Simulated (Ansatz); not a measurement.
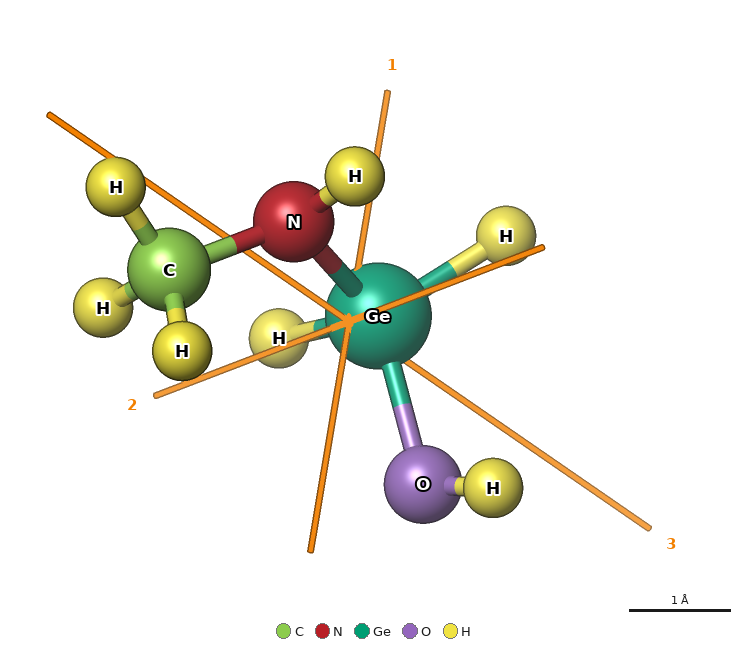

The three principal axes of inertia are drawn and numbered. Depth is shown by fading: the farther an atom, the more it takes the colour of the background. The geometry was computed by an optimisation with PBE0-D4/def2-TZVP. No frequency run is at hand to confirm it as a minimum. Masses are those of the most abundant isotopes; constants are for the rigid equilibrium geometry.

Q: Which line is the a axis (least moment of inertia), which b and which c?

A: a is line 3, b is line 1, c is line 2; the moments are 57.6, 163, 198 u Å².

Q: Classify the rotor and give the rotational constants (MHz).

A: An asymmetric top (C1): A = 8772, B = 3101, C = 2557 MHz. Ray's parameter κ is −0.83, nearer the prolate limit.
